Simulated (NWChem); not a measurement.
**InH2OF (SMILES [OH][InH][F]) at 3 levels**

We compute a comparison of 3 runs (HF/STO-3G, HF/3-21G, TPSSh/def2-TZVP) of InH2OF. 

The results are computed with NWChem 7.3.0.

1 further run of the same task is left out (set aside as unsound or not needed).

## Step 1: The structure to begin with

InH2OF: 5 atoms, total charge 0, spin state singlet. As SMILES, `[OH][InH][F]`. The coordinates come from a PBE0-D4/def2-TZVP relaxation. This is a higher conformer, about 10 kJ/mol above the lowest found by a separate search.

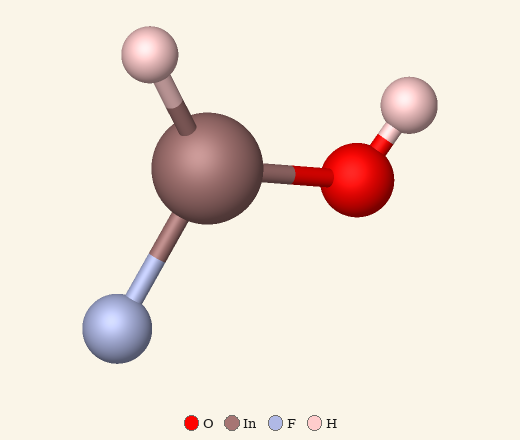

The structure, seen from a chosen angle (oxygen red, indium brown, fluorine light blue, hydrogen pink).

## Step 2: Energy and forces at HF/STO-3G (run 1)

The input, input.nw:

```
echo
start input
title "FH2InO"
memory 2200 mb

geometry noautosym nocenter noautoz
   O       -1.279500      -0.345900      -0.577400
   In       0.480100       0.042500       0.210000
   F        1.185900      -1.654700       0.841500
   H       -1.725200       0.429800      -0.925700
   H        1.388500       1.454700       0.410200
end

basis spherical bse
   O library STO-3G
   In library STO-3G
   F library STO-3G
   H library STO-3G
end

scf
   thresh 1e-08
   maxiter 80
   print low
end

task scf gradient
```

Run with:

```console
$ nwchem input.nw > input.out
```

The program printed:

```text
[...]
  functions       =    39
[...]
  wavefunction    = RHF
[...]
         Total SCF energy =  -5855.915428976787
      One-electron energy =  -8657.532081818064
      Two-electron energy =   2529.704991582267
 Nuclear repulsion energy =    271.911661259011
        Time for solution =      2.4s
[...]
                         RHF ENERGY GRADIENTS
    atom               coordinates                        gradient
                 x          y          z           x          y          z
   1 O      -2.417904  -0.653656  -1.091128   -0.043990   0.024520  -0.025514
   2 In      0.907257   0.080313   0.396842    0.000361   0.007802  -0.001160
   3 F       2.241026  -3.126930   1.590204    0.011523  -0.026571   0.010117
   4 H      -3.260155   0.812204  -1.749319    0.012485  -0.031216   0.011372
   5 H       2.623885   2.748984   0.775166    0.019621   0.025466   0.005184
 Task  times  cpu:        3.5s     wall:        3.5s
 Total times  cpu:        3.5s     wall:        3.5s
```

Run time: 4.2 s. Hardware: 1 thread of AMD EPYC 9R45 (Zen 5), shared host; peak memory 0.1 GiB.

## Step 3: Energy and gradient at HF/3-21G (run 2)

The input, m1.nw:

```
echo
start m1
title "FH2InO gradient"
memory stack 880 mb heap 220 mb global 1100 mb

geometry units atomic noautosym nocenter noautoz
 O  -2.41790458 -0.65365627 -1.09112786
 In  0.90725751  0.08031336  0.39684249
 F   2.24102621 -3.12692982  1.59020453
 H  -3.26015551  0.81220429 -1.74931947
 H   2.62388472  2.74898459  0.77516566
end

basis spherical bse
 * library 3-21G
end

scf
 thresh 1e-08
 maxiter 80
end

task scf gradient
```

Run with:

```console
$ nwchem m1.nw > m1.out
```

The program printed:

```text
[...]
  functions       =    53
[...]
  wavefunction    = RHF
[...]
         Total SCF energy =  -5889.278441781021
      One-electron energy =  -8680.073607836741
      Two-electron energy =   2518.883524360310
 Nuclear repulsion energy =    271.911641695410
        Time for solution =      2.8s
[...]
                         RHF ENERGY GRADIENTS
    atom               coordinates                        gradient
                 x          y          z           x          y          z
   1 O      -2.417905  -0.653656  -1.091128   -0.016678  -0.007698  -0.006778
   2 In      0.907258   0.080313   0.396842    0.006320   0.037241  -0.003280
   3 F       2.241026  -3.126930   1.590205    0.004760  -0.015216   0.004902
   4 H      -3.260156   0.812204  -1.749319    0.011750  -0.001436   0.005944
   5 H       2.623885   2.748985   0.775166   -0.006152  -0.012891  -0.000788
[...]
```

Wall time 4.8 s (1 thread of AMD EPYC 9R45 (Zen 5), shared host); peak memory 0.1 GiB.

## Step 4: Energy and forces at TPSSh/def2-TZVP (core potential) (run 3)

The input, run.py:

```python
from ase import Atoms
from ase.calculators.nwchem import NWChem

atoms = Atoms(['O', 'In', 'F', 'H', 'H'], positions=[
    [-1.279500, -0.345900, -0.577400],
    [0.480100, 0.042500, 0.210000],
    [1.185900, -1.654700, 0.841500],
    [-1.725200, 0.429800, -0.925700],
    [1.388500, 1.454700, 0.410200],
])

calc = NWChem(
    label='calc',
    theory='dft',
    memory='2200 mb',
    basis='def2-TZVP',
    basispar='spherical bse',
    dft={'xc': 'xctpssh', 'mult': '1', 'grid': 'fine', 'convergence': 'energy 1e-08', 'iterations': '100', 'mulliken': None},
    **{'ecp bse': {'In library': 'def2-TZVP'}},
)
atoms.calc = calc

forces = atoms.get_forces()
e = atoms.get_potential_energy()
print(f"E = {e:.6f} eV")
print("forces (eV/A):")
for s, f in zip(atoms.symbols, forces):
    print(f"{s:2s} {f[0]:10.5f} {f[1]:10.5f} {f[2]:10.5f}")
print("dipole (e A):", atoms.get_dipole_moment().round(4))
```

Run with:

```console
$ export ASE_NWCHEM_COMMAND="nwchem PREFIX.nwi > PREFIX.nwo"
$ python run.py
```

The program printed:

```text
E = -9971.445134 eV
forces (eV/A):
O    -0.08613   -0.27675    0.00530
In    0.10130    0.15493    0.02288
F     0.06515   -0.15180    0.05744
H    -0.11560    0.22497   -0.09441
H     0.03528    0.04865    0.00879
dipole (e A): [-0.0433  0.8245 -0.1615]
```

The calculator wrote calc.nwi:

```
title "calc"

permanent_dir calc

scratch_dir calc

start calc

geometry units angstrom nocenter noautosym noautoz
  O  -1.2795000000000001e+00 -3.4589999999999999e-01 -5.7740000000000002e-01
  In 4.8010000000000003e-01 4.2500000000000003e-02 2.0999999999999999e-01
  F  1.1859000000000000e+00 -1.6547000000000001e+00 8.4150000000000003e-01
  H  -1.7252000000000001e+00 4.2980000000000002e-01 -9.2569999999999997e-01
  H  1.3885000000000001e+00 1.4547000000000001e+00 4.1020000000000001e-01
end

memory 2200 mb

basis spherical bse noprint
   * library def2-TZVP
end

dft
  xc xctpssh
  mult 1
  grid fine
  convergence energy 1e-08
  iterations 100
  mulliken
end
ecp bse
  In library def2-TZVP
end

task dft gradient
```

calc.nwo:

```text
Northwest Computational Chemistry Package (NWChem) 7.3.0
             --------------------------------------------------------

           Job information
           ---------------

    nwchem branch   = 7.3.0
    use scalapack   = T
    input           = calc.nwi
    prefix          = calc.
    data base       = calc/calc.db
    status          = startup
    nproc           =        1

           Memory information
           ------------------

[... 5 lines left out ...]
    hardfail = no
[... 101 lines left out ...]
  convergence criterion.
[... 41 lines left out ...]
          Spatial weights used:  Erf1
[... 32 lines left out ...]
 1-e energy   =    -833.715428
[... 44 lines left out ...]
           Coulomb energy =      377.646233919410
[... 952 lines left out ...]
          Convergence on density requested:  1.00D-05
[... 27 lines left out ...]
          total energy or number of iterations.
[... 36 lines left out ...]
                 ----------------------------------------
                 |  Time  |  1-e(secs)   |  2-e(secs)   |
                 ----------------------------------------
                 |  CPU   |       0.04   |      11.25   |
                 ----------------------------------------
                 |  WALL  |       0.04   |      11.25   |
                 ----------------------------------------

 Task  times  cpu:       39.0s     wall:       39.0s
 Total times  cpu:       39.0s     wall:       39.0s
```

Wall time 40 s (1 thread of AMD EPYC 9R45 (Zen 5), shared host); peak memory 0.14 GiB.

## Step 5: The series

| run | level | iteration cap | module | energy (Eh) | largest force (eV/Å) | wall time |
| --- | --- | --- | --- | --- | --- | --- |
| 1 | HF/STO-3G | 80 | scf | -5855.915429 | 2.903 | 4.2 s |
| 2 | HF/3-21G | 80 | scf | -5889.278442 | 1.950 | 4.8 s |
| 3 | TPSSh/def2-TZVP (core potential) | 100 | dft | -366.443853 | 0.290 | 40 s |

## Step 6: Summary of results

```
                       quantity          value
            run 3: total energy  -366.44385 Eh
           run 3: dipole moment         4.04 D
             run 3: HOMO energy       -7.98 eV
             run 3: LUMO energy       -1.81 eV
           run 3: HOMO–LUMO gap        6.17 eV
run 3: largest force on an atom     0.290 eV/Å
```

In words: Some runs of one species differ in core potentials or relativity; totals across that change don't compare. In run 1 the basis is minimal, so the values are rough. In runs 1, 2 relativity is left out where basis or elements ask for it. All runs together took 49 s, the longest 40 s.
